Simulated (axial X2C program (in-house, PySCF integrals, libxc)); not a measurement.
# Ga₂⁻: properties at the nuclei

Wanted for Ga₂⁻: properties at the nuclei, at the two-component level.

Method: two-component X2C with atomic mean-field terms, Ga dyall-acv3z; program: an in-house X2C program for linear molecules on PySCF integrals.

All values are calculated.

## Step 1: The job

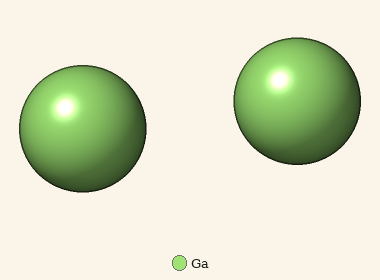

The two atoms at 2.480 Å (gallium green).

task.json reads:

```json
{"zs": [31, 31], "q": -1, "bas": ["dyall-acv3z", "dyall-acv3z"], "r0": 2.48, "levels": ["PBE0", "HF", "TPSSh", "BP86", "PBE50"], "nst": 3}
```

Keys: zs atomic numbers; q charge; bas basis sets; r0 starting distance in Å; levels methods (HF also brings MP2); nst determinants followed.

Started as:

```sh
python soeom.py task.json out
```

Nuclei are Gaussian, cores are contracted, and the Gaunt term is on.

## Step 2: Expectation values, lowest determinant

R = 2.512 Å. State: Ω = 3/2 (excess of +ω over −ω: ω = 3/2).

Output of the PBE0 run:

```text
two-component X2C + atomic mean field  PBE0
basis functions 248  fitting functions 1406  grid points 5805
iter        total energy     max residual
   1      -3883.912784999     2.42e+00
   2      -3886.140747618     2.85e-02
   3      -3886.123607102     5.26e-02
   4      -3886.160501069     6.06e-03
   5      -3886.161388640     1.39e-03
   6      -3886.161415270     4.08e-04
   7      -3886.161416996     2.19e-05
   8      -3886.161417031     8.08e-06
   9      -3886.161417034     1.07e-06
  10      -3886.161417034     1.35e-07
converged
one-electron -5830.81834110  Coulomb 1895.32761169  exact exchange -37.23288778  xc functional -114.59304949  nuclear repulsion 202.44398873  atomic mean-field constant -1.28873909
```

The highest occupied spinor is 91% Ga p, 6% Ga d.

```csv
level,A∥/gI Ga (MHz),qzz Ga (a.u.)
PBE0,-137,-1.11
HF,-270,-1.30
TPSSh,-102,-1.07
BP86,-89,-1.01
PBE50,-164,-1.19
```

A∥ is the parallel hyperfine constant, which follows by multiplying with the nuclear g factor gI = μI/(I μN); qzz is the electric field gradient, eQq0 = 234.96 MHz × Q/barn × qzz. The operators were transformed with the bare-nucleus X2C matrices.

## Step 3: Expectation values, a higher determinant

R = 2.512 Å. State: Ω = 1/2 (excess of +ω over −ω: 2 × ω = -1/2, ω = 3/2), 0.26 eV above the lowest in the PBE0 search for states (made at or near this distance, with looser thresholds).

Output of the PBE0 run:

```text
two-component X2C + atomic mean field  PBE0
basis functions 248  fitting functions 1406  grid points 5805
iter        total energy     max residual
   1      -3883.906672668     2.42e+00
   2      -3886.131062854     2.78e-02
   3      -3886.113715510     5.04e-02
   4      -3886.150879816     5.51e-03
   5      -3886.151755928     1.23e-03
   6      -3886.151779265     4.17e-04
   7      -3886.151780960     2.96e-05
   8      -3886.151781011     1.02e-05
   9      -3886.151781015     1.68e-06
  10      -3886.151781015     4.20e-07
converged
one-electron -5830.55493389  Coulomb 1895.06130497  exact exchange -37.22970126  xc functional -114.58370048  nuclear repulsion 202.44398873  atomic mean-field constant -1.28873909
```

The highest occupied spinor is 78% Ga p, 15% Ga s, 7% Ga d.

```csv
level,A∥/gI Ga (MHz),qzz Ga (a.u.)
PBE0,-280,-1.14
HF,-103,-1.46
TPSSh,-286,-1.10
BP86,-354,-1.01
PBE50,-216,-1.25
```

## Step 4: Expectation values, a higher determinant

R = 2.512 Å. State: Ω = 1/2 (excess of +ω over −ω: ω = 1/2), 0.52 eV above the lowest in the PBE0 search for states (made at or near this distance, with looser thresholds).

Output of the PBE0 run:

```text
two-component X2C + atomic mean field  PBE0
basis functions 248  fitting functions 1406  grid points 5805
iter        total energy     max residual
   1      -3883.890170483     2.42e+00
   2      -3886.120276870     2.87e-02
   3      -3886.099372571     5.37e-02
   4      -3886.141339785     5.79e-03
   5      -3886.142235793     1.30e-03
   6      -3886.142265510     4.16e-04
   7      -3886.142267261     3.25e-05
   8      -3886.142267303     1.10e-05
   9      -3886.142267307     1.15e-06
  10      -3886.142267307     2.64e-07
converged
one-electron -5830.41293670  Coulomb 1894.91091664  exact exchange -37.22380515  xc functional -114.57169174  nuclear repulsion 202.44398873  atomic mean-field constant -1.28873909
```

The highest occupied spinor is 92% Ga p, 6% Ga d.

```csv
level,A∥/gI Ga (MHz),qzz Ga (a.u.)
PBE0,-60.7,-1.15
HF,-342,-1.43
TPSSh,-5.14,-1.12
BP86,37.5,-1.03
PBE50,-133,-1.24
```

## Step 5: Results

| quantity | value |
| --- | --- |
| lowest determinant | Ω = 3/2 (excess of +ω over −ω: ω = 3/2) |
| A∥/gI Ga (MHz), PBE0 | -137 |
| qzz Ga (a.u.), PBE0 | -1.11 |
| higher determinant | Ω = 1/2 (excess of +ω over −ω: 2 × ω = -1/2, ω = 3/2) |
| A∥/gI Ga (MHz), PBE0, higher determinant | -280 |
| qzz Ga (a.u.), PBE0, higher determinant | -1.14 |
| higher determinant | Ω = 1/2 (excess of +ω over −ω: ω = 1/2) |
| A∥/gI Ga (MHz), PBE0, higher determinant | -60.7 |
| qzz Ga (a.u.), PBE0, higher determinant | -1.15 |

The expectation values come from single determinants, which for open shells can mix terms of unlike spin or miss the lowest Ω, so a determinant need not be a state. A∥ is the parallel hyperfine constant, which follows by multiplying with the nuclear g factor gI = μI/(I μN); qzz is the electric field gradient, eQq0 = 234.96 MHz × Q/barn × qzz. The operators were transformed with the bare-nucleus X2C matrices.
